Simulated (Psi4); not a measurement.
**CAM-B3LYP/cc-pVTZ run of [BCl2]+ (SMILES Cl[B+]Cl)**

What is the vertical singlet–triplet gap of [BCl2]+ at CAM-B3LYP/cc-pVTZ? 

The calculation is run with Psi4 1.11.

## 1. The system as given

[BCl2]+ has 3 atoms, charge +1, and is taken as a singlet. As SMILES, `Cl[B+]Cl`. The shape is that of a PBE0-D4/def2-TZVP optimisation.

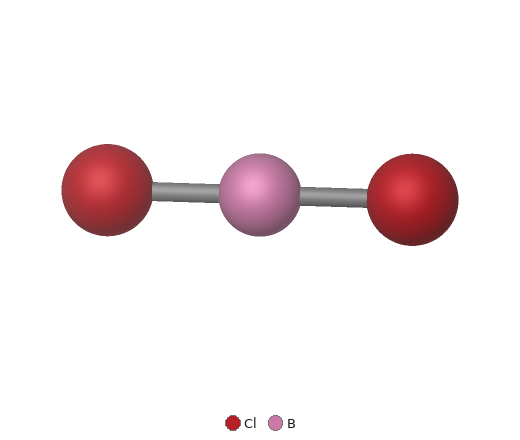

Viewed from a chosen angle; chlorine red, boron pink.

## 2. Energy and forces at CAM-B3LYP/cc-pVTZ

Contents of input.dat:

```
memory 2200 MB

molecule geom {
  1 1
  Cl    -1.267920     0.785680    -0.605300
  B      0.000010     0.000020     0.000000
  Cl     1.267910    -0.785700     0.605290
  symmetry c1
  no_reorient
  no_com
}

set basis cc-pVTZ
set puream true
set e_convergence 1e-09
set d_convergence 1e-08
set scf_type pk
set dft_radial_points 99
set dft_spherical_points 590

gradient('cam-b3lyp')
```

Started as:

```sh
psi4 -n 1 input.dat output.dat
```

output.dat:

```text
[...]
  Running in c1 symmetry.
[...]
  Nuclear repulsion =  103.386300936329633
[...]
  Multiplicity = 1
[...]
  Nalpha       = 19
  Nbeta        = 19
[...]
    Number of basis functions: 98
[...]
   @RKS iter   1:  -945.02426222571432    2.94236e-01   1.89553e-03 DIIS/ADIIS
[...]
   @RKS iter   9:  -945.03469350510511   -3.97904e-12   2.39053e-09 DIIS
[...]
    Orbital Energies [Eh]
    ---------------------
    Doubly Occupied:
       1A   -101.942057     2A   -101.942053     3A     -9.847872
       4A     -9.847862     5A     -7.609471     6A     -7.609465
       7A     -7.604194     8A     -7.604194     9A     -7.604193
      10A     -7.604193    11A     -7.242691    12A     -1.244281
      13A     -1.228484    14A     -0.848854    15A     -0.801574
      16A     -0.733960    17A     -0.733960    18A     -0.675310
      19A     -0.675310
[...]
  @RKS Final Energy:  -945.03469350510511
   => Energetics <=
    Nuclear Repulsion Energy =            103.3863009363296328
    One-Electron Energy =               -1498.1820104234066093
    Two-Electron Energy =                 495.8087109997016455
    DFT Exchange-Correlation Energy =     -46.0476950177297297
    Empirical Dispersion Energy =           0.0000000000000000
    VV10 Nonlocal Energy =                  0.0000000000000000
    Total Energy =                       -945.0346935051051105
[...]
 Multipole Moments:
 ------------------------------------------------------------------------------------
     Multipole            Electronic (a.u.)      Nuclear  (a.u.)        Total (a.u.)
 ------------------------------------------------------------------------------------
 L = 1.  Multiply by 2.5417464519 to convert [e a0] to [Debye]
 Dipole X            :          0.0002295           -0.0002268            0.0000027
 Dipole Y            :          0.0004667           -0.0004535            0.0000132
 Dipole Z            :          0.0003154           -0.0003213           -0.0000058
 Magnitude           :                                                    0.0000147
[...]
  -Total Gradient:
     Atom            X                  Y                   Z
    ------   -----------------  -----------------  -----------------
       1        0.000046718930    -0.000030408924     0.000022383548
       2        0.000000082666     0.000002866097    -0.000000120965
       3       -0.000046801526     0.000027542946    -0.000022262564
[...]
```

Wall time 52 s (1 thread of Intel Xeon 6975P-C (Granite Rapids), shared host); peak memory 1.1 GiB.

## 3. The triplet: a single-point energy at UCAM-B3LYP/cc-pVTZ

Contents of calc.inp:

```
memory 2.2 GB

molecule geom {
  1 3
  Cl    -1.267920     0.785680    -0.605300
  B      0.000010     0.000020     0.000000
  Cl     1.267910    -0.785700     0.605290
  symmetry c1
  no_reorient
  no_com
}

set basis cc-pVTZ
set reference uks
set puream true
set e_convergence 1e-09
set d_convergence 1e-08
set scf_type pk
set dft_radial_points 99
set dft_spherical_points 590
set maxiter 100

result, w = energy('cam-b3lyp', return_wfn=True)
oeprop(w, 'WIBERG_LOWDIN_INDICES', 'DIPOLE', 'MAYER_INDICES')
```

Started as:

```sh
psi4 calc.inp calc.out -n 1
```

calc.out:

```text
[...]
  Running in c1 symmetry.
[...]
  Nuclear repulsion =  103.386300936329633
[...]
  Multiplicity = 3
[...]
  Nalpha       = 20
  Nbeta        = 18
[...]
    Number of basis functions: 98
[...]
   @UKS iter   1:  -944.77577409950777    5.42724e-01   2.11371e-03 ADIIS/DIIS
[...]
   @UKS iter  12:  -944.79741219768016   -9.43601e-12   8.10246e-09 DIIS
[...]
   @S^2 Observed:                2.006961250E+00
[...]
    Orbital Energies [Eh]
    ---------------------
    Alpha Occupied:
       1A   -101.975487     2A   -101.975483     3A     -9.877941
       4A     -9.877934     5A     -7.643706     6A     -7.643704
       7A     -7.636467     8A     -7.636462     9A     -7.631834
      10A     -7.631833    11A     -7.147037    12A     -1.263595
      13A     -1.250482    14A     -0.858701    15A     -0.807548
      16A     -0.774748    17A     -0.739882    18A     -0.731467
      19A     -0.694759    20A     -0.442994
    Alpha Virtual:
      21A     -0.238940    22A     -0.188396    23A     -0.057770
      24A     -0.037411    25A     -0.012443    26A      0.002758
[...]
  @UKS Final Energy:  -944.79741219768016
   => Energetics <=
    Nuclear Repulsion Energy =            103.3863009363296328
    One-Electron Energy =               -1497.5095887875118024
    Two-Electron Energy =                 495.3700771441622237
    DFT Exchange-Correlation Energy =     -46.0442014906602424
    Empirical Dispersion Energy =           0.0000000000000000
    VV10 Nonlocal Energy =                  0.0000000000000000
    Total Energy =                       -944.7974121976801598
[...]
 Multipole Moments:
 ------------------------------------------------------------------------------------
     Multipole            Electronic (a.u.)      Nuclear  (a.u.)        Total (a.u.)
 ------------------------------------------------------------------------------------
 L = 1.  Multiply by 2.5417464519 to convert [e a0] to [Debye]
 Dipole X            :          0.0002085           -0.0002268           -0.0000183
 Dipole Y            :          0.0004052           -0.0004535           -0.0000483
 Dipole Z            :          0.0003095           -0.0003213           -0.0000117
 Magnitude           :                                                    0.0000530
[...]
```

Run time: 21 s. Hardware: 1 thread of Intel Xeon 6975P-C (Granite Rapids), shared host; peak memory 1.1 GiB.

## 4. Results

Level: CAM-B3LYP/cc-pVTZ.

| quantity | value |
| --- | --- |
| singlet: total energy | -945.03469 Eh |
| singlet: HOMO energy | -18.38 eV |
| singlet: LUMO energy | -7.07 eV |
| singlet: HOMO–LUMO gap | 11.31 eV |
| singlet: largest force on an atom | 0.003 eV/Å |
| triplet: total energy | -944.79741 Eh |
| triplet: HOMO energy (highest over α and β) | -12.05 eV |
| triplet: ⟨S²⟩ | 2.007 |
| vertical energy of the triplet above the singlet | 6.457 eV |

In words: At this shape the triplet lies 6.46 eV (623 kJ/mol) above the singlet.
